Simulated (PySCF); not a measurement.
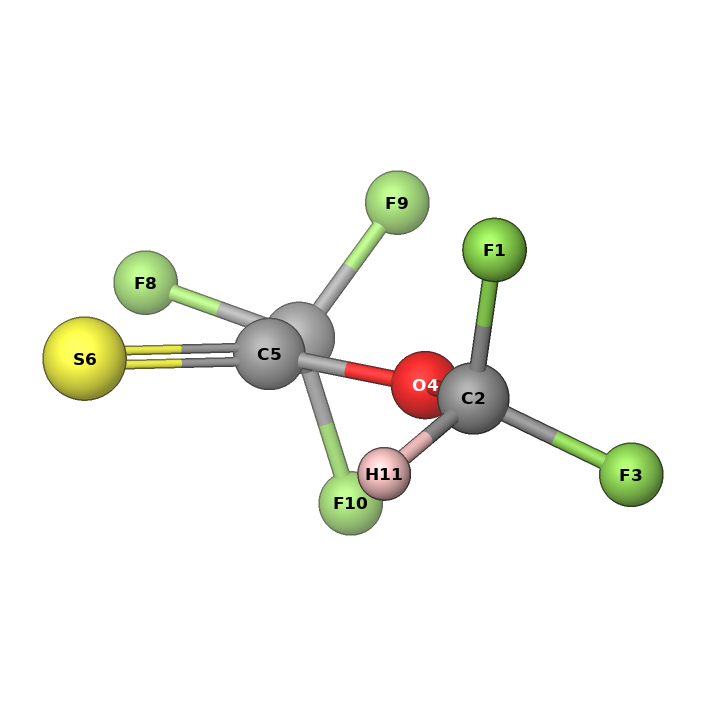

O4 lies behind C2. The molecule seen a little off the C2–O4 bond, C2 in front. Atoms fade into the background with distance from the viewer. Geometry: a frame of a GFN2-xTB molecular-dynamics simulation, not a minimum.

> What is the torsion angle F1–C2–O4–C5? The sign is positive where the front bond must turn clockwise to cover the back bond.

−79°, synclinal (gauche).
